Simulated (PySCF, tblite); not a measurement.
# C₂H₁₀SSi₄: geometry, infrared bands and NMR shifts

Wanted: the infrared bands and NMR shifts of C₂H₁₀SSi₄ (`C=C[Si@@H]1[SiH2][SiH2][SiH2]S1`), by calculation.

Computed with tblite 0.8.0 and PySCF 2.14.0, with density-fitted response routines of our own, on a single molecule in the gas phase. Atoms count from 0, in the outputs and in this text.

## (1) The starting structure

17 atoms, charge 0, multiplicity 1; geometry from: force field or distance geometry start.

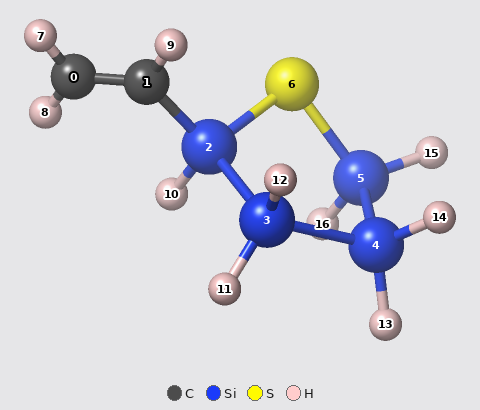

The starting geometry (carbon dark grey, silicon blue, sulfur yellow, hydrogen pink), atoms numbered.

## (2) Geometry optimisation with GFN2-xTB

Job settings and geometry (Å):

```
{"job": {"kind": "relax", "xc": "GFN2-xTB", "basis": "xTB"}, "charge": 0, "multiplicity": 1}
C      3.282200    -0.049900     1.466600
C      2.416800    -0.203600     0.436500
Si     0.666200     0.267800     0.427000
Si    -0.713200    -1.547000     0.011100
Si    -2.503300    -0.504200    -1.002300
Si    -1.761300     1.689100    -1.036500
S      0.392400     1.711400    -1.156800
H      4.317500    -0.352200     1.378000
H      2.984100     0.398400     2.413900
H      2.776700    -0.651100    -0.474200
H      0.263300     0.916700     1.699900
H     -1.128500    -2.249900     1.276000
H     -0.083700    -2.524700    -0.907200
H     -3.754200    -0.658300    -0.224500
H     -2.699800    -1.034700    -2.383200
H     -2.320400     2.443000    -2.171800
H     -2.141700     2.361200     0.237600
```

On the command line:

```console
$ OMP_NUM_THREADS=1 python probes_run.py task.json out
```

One launch serves the whole session: the jobs run in the order shown.

**Question.** This job is followed by: GFN2-xTB harmonic vibrations, gas phase; GIAO PBE0/pcSseg-1 NMR shielding, non-relativistic, gas phase. Predict these results of the whole session: strongest single infrared mode (GFN2-xTB); zero-point energy (GFN2-xTB); ¹³C shifts against TMS (PBE0/pcSseg-1); ¹H shifts against TMS (PBE0/pcSseg-1); ²⁹Si shifts against TMS (PBE0/pcSseg-1); ³³S shifts against CS2 (PBE0/pcSseg-1); surface potential, least and greatest.

The runs gave:

| quantity | value |
| --- | --- |
| strongest single infrared mode (GFN2-xTB) | 2199 cm⁻¹, 576 km/mol |
| zero-point energy (GFN2-xTB) | 63.6 kcal/mol |
| ¹³C shifts against TMS (PBE0/pcSseg-1) | 145.1, 143.2 ppm |
| ¹H shifts against TMS (PBE0/pcSseg-1) | 6.77, 6.51, 5.97, 5.58, 5.16, 4.90, 3.59, 3.57, 3.56, 3.42 ppm |
| ²⁹Si shifts against TMS (PBE0/pcSseg-1) | -7.8, -39.8, -114.9, -115.2 ppm |
| ³³S shifts against CS2 (PBE0/pcSseg-1) | -267 ppm |
| surface potential, least and greatest | -1.04 V and 1.40 V |

In words: Over 202 steps the energy fell by 0.342 eV; of the close pairs, C1–Si2 changed most, 1.813 to 1.881 Å. No mode is imaginary among the 45: a minimum at this level. GFN2-xTB is a fitted tight-binding method: band positions and strengths are rough. Its intensities can rank the bands wrongly. The most deshielded carbon is C1 (alkene CH), at 145.1 ppm: as expected for a trigonal carbon in a double bond. H9 (hydrogen on an alkene CH) lies farthest downfield among hydrogen, at 6.77 ppm; attached to an sp2 carbon and in the plane of the double bond. At PBE0/pcSseg-1, counted by nearest atom on the grid, the HOMO lies on S6 73 %; H10, H16 about 6 % each, the LUMO on Si3, Si4 about 15 % each; H12, H14 about 10 % each.
